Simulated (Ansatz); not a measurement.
Consider AlBrH5P.

```yaml
atoms:
  - { symbol: Al, position_ang: [-0.8574, -0.6345, -0.9456] }
  - { symbol: Br, position_ang: [0.9472, -0.5943, -2.3932] }
  - { symbol: H, position_ang: [-1.1700, -2.0375, -0.2760] }
  - { symbol: H, position_ang: [-1.9787, 0.4538, -1.2151] }
  - { symbol: H, position_ang: [1.0122, 1.7324, 0.5401] }
  - { symbol: P, position_ang: [0.4635, 0.4806, 0.8762] }
  - { symbol: H, position_ang: [-0.0555, 0.7904, 2.1514] }
  - { symbol: H, position_ang: [1.6387, -0.1908, 1.2622] }
```

The reactant side of a reaction path; geometry: PBE0-D4/def2-TZVP.

These are results of RKS PBE0-D4/def2-TZVPP (Ansatz), not measurements.

**What will maps of the electron density and electron localisation function show?**

Al–Br (2.31 Å): the density is about 0.6 e/Å³ at the midpoint; the ELF peaks at about 0.85 in the valence shell of Br, 1.1 Å from its nucleus, and is about 0.85 at the midpoint.
Al–P (2.51 Å): ρ at the midpoint is about 0.41 e/Å³, with its minimum of 0.27 e/Å³ about 0.9 Å from Al; the ELF peaks at about 1 between the atoms: localised, covalent bonding.
P–H (1.41 Å): ρ at the midpoint is about 1.1 e/Å³; the ELF climbs to about 1 towards the hydrogen, as it does in any bond to H.

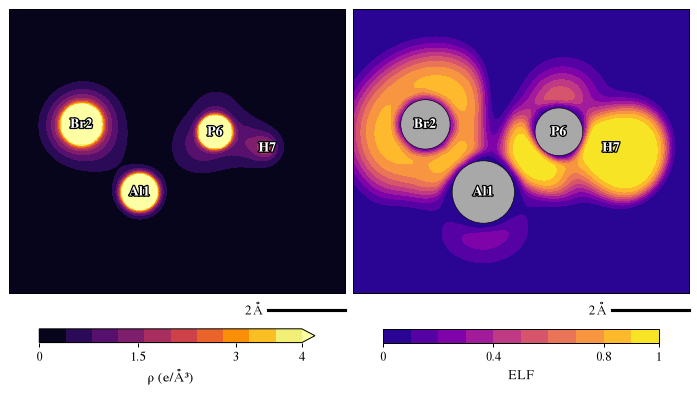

Computed electron density and electron localisation function on the plane of atoms Al1, P6 and H7, in this order. Grey discs cover the atomic cores in the ELF map. 
